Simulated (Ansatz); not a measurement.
**Response to strain in CdTe**

Consider CdTe in the zinc blende structure (space group F-43m, No. 216; a = 6.5581 Å).

Strains are applied to the cell and any free atomic positions relax.

Level of theory: r2SCAN (Ansatz, a first-principles code, PAW, no SOC), earlier PAW set.

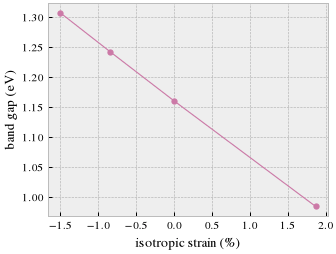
Figure. Band gap against isotropic strain

```json
[
 {"isotropic strain (%)": "-1.5", "band gap": "1.31 eV"},
 {"isotropic strain (%)": "-0.84", "band gap": "1.24 eV"},
 {"isotropic strain (%)": "1.87", "band gap": "0.98 eV"}
]
```

With Te present, leaving out spin-orbit coupling can change the band edges. Whether these cells are dynamically stable was not tested.
